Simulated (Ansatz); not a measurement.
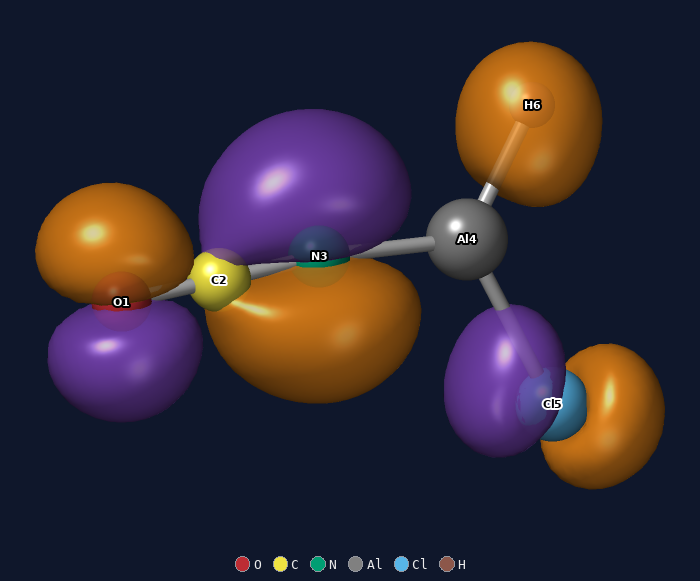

Figure. CHAlClNO (SMILES O=C=[N][AlH][Cl]). The HOMO at ±0.1 Å⁻³ᐟ² (orange and purple are the two phases), seen at a tilt.

Geometry: PBE0-D4/def2-TZVP.

Level of theory: isolated molecule in a Gaussian basis; Hartree-Fock (Ansatz 0.2.0).

Input file:

```
crystal:
  periodic: [false, false, false]
  atoms:
    - {symbol: O, position_ang: [-0.593600, -1.778800, -2.271400]}
    - {symbol: C, position_ang: [-0.424200, -1.086600, -1.351600]}
    - {symbol: N, position_ang: [-0.264000, -0.376900, -0.401600]}
    - {symbol: Al, position_ang: [0.146900, 0.686500, 0.934400]}
    - {symbol: Cl, position_ang: [2.090200, 1.431800, 1.025300]}
    - {symbol: H, position_ang: [-0.913300, 1.060100, 2.018700]}
basis:
  gaussian:
    orbitals: def2-SVP
hamiltonian:
  xc: hf
accuracy: high
output: {forces: true, orbitals: {seedname: orbitals}}
```

Command:

```sh
ansatz run job.yaml --threads 1 --pin off --max-ram 2610MiB --events-out events.jsonl --progress --plain --runs-dir runs
```

> Describe this orbital and give its energy.

It lies mainly on N3 (about 40 %), O1 (about 25 %), C2 (about 10 %) and Cl5 (about 10 %); it is symmetric in the molecular plane (an in-plane orbital: σ, lone-pair or in-plane π type); largely a combination of lone pairs on N3, O1 and Cl5. Its energy is −12.22 eV.
